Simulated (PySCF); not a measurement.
**SiP (doublet): density, localisation and related maps**

```xyz
2

Si    0.0000    0.0000   -1.0934
P     0.0000    0.0000    0.9876
```

All numbers below come from PBE0/x2c-SVPall, spin-free X2C-1e, Gaussian nucleus, at a bond length of 2.081 Å in PySCF.

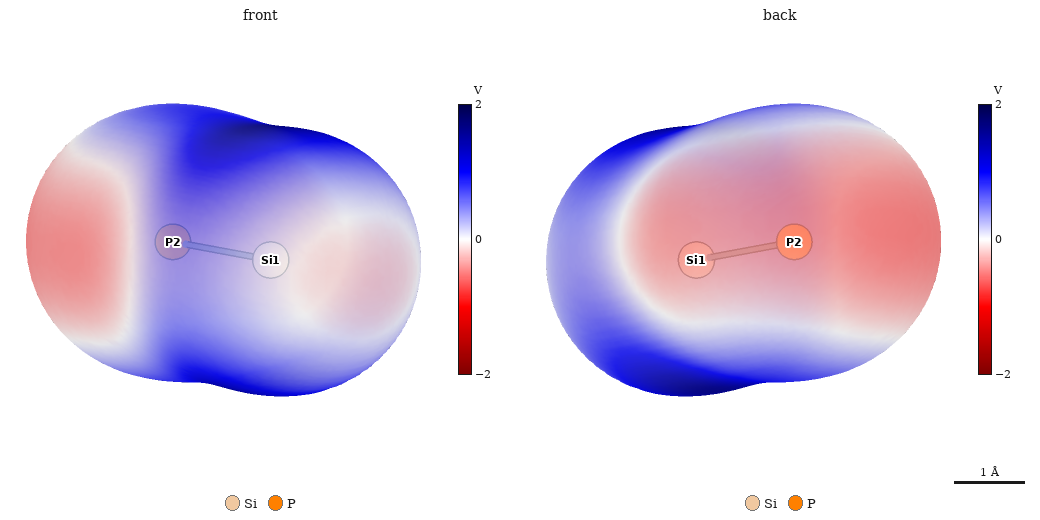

Figure 1. The electrostatic potential painted on the density surface at 0.002 e/bohr³, seen from the front and from behind; red is negative and blue positive.

Q: Describe the electrostatic potential map.

A: The most negative region (about −0.5 V) lies over P2, the most positive (about +1.7 V) over Si1.

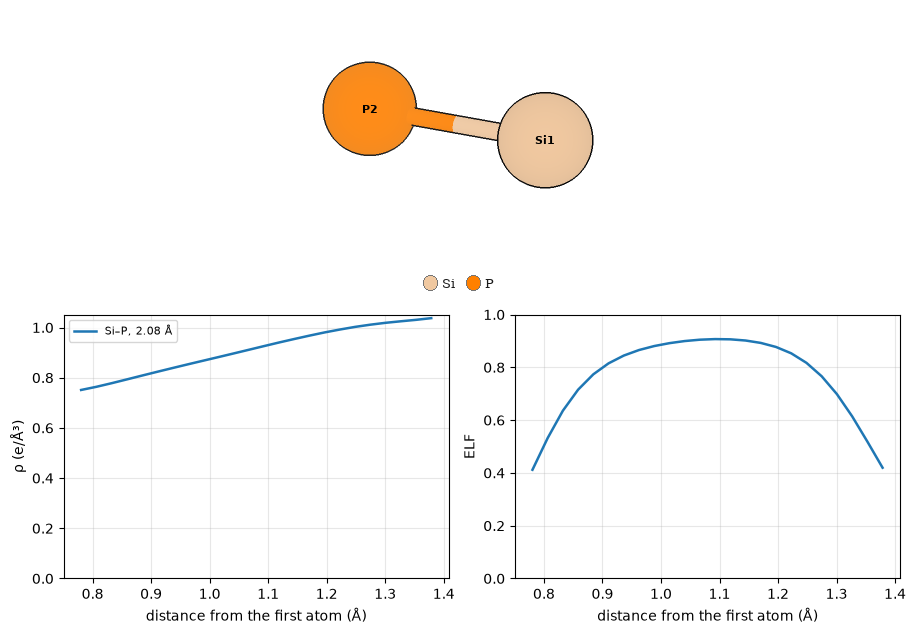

Figure 2. Total electron density and electron localisation function along straight lines between neighbouring atoms. The curves leave out the atomic cores. The structure is drawn too.

Q: What can be read from the curves?

A: Si–P (2.08 Å): the density is about 0.9 e/Å³ at the midpoint; the ELF peaks at about 0.90 between the atoms: a covalent bond.
